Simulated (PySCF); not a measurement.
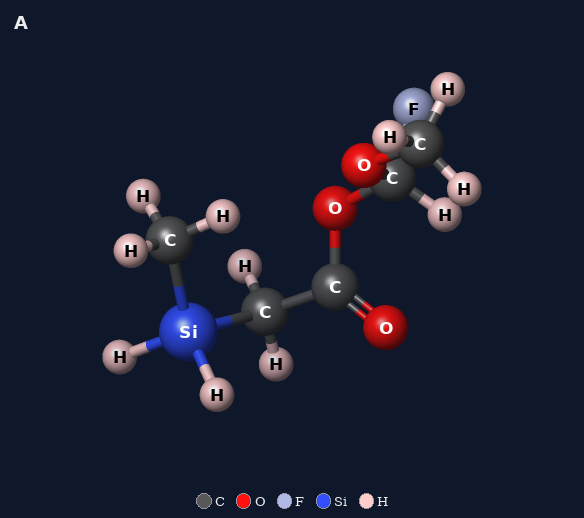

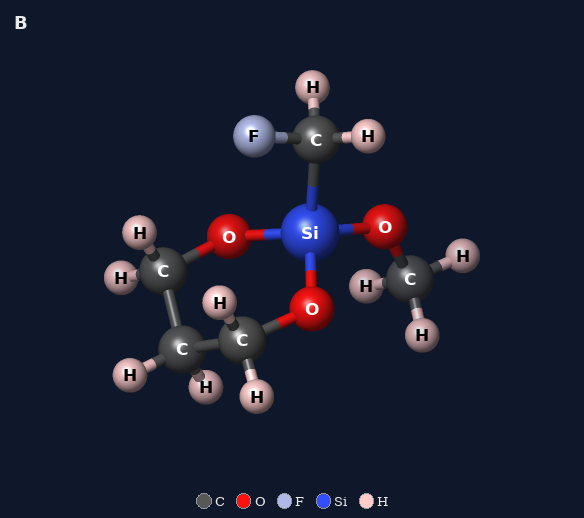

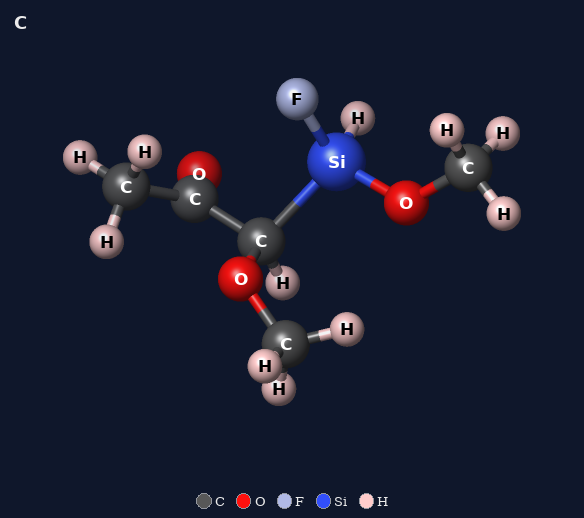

3 stationary structures of one formula. Geometries: GFN2-xTB. Electronic energies: PBE0/pcSseg-1 (PySCF 2.14.0), without zero-point energy. No frequency run is at hand to confirm each as a minimum. Each is one conformer, not always the lowest.

Which is lowest in energy, and by how much?

B is lowest; C lies 82.4 kJ/mol above it, A lies 208.3 kJ/mol above it. A is `CO[C@H](F)OC(=O)C[SiH2]C`, B is `CO[Si]1(CF)OCCCO1`, C is `CO[C@@H](C(C)=O)[Si@@H](F)OC`.

The geometry is semi-empirical. Around Si such bond lengths and angles can be off by a tenth of an ångström or more and by several degrees, and values that hang on the shape move with them.
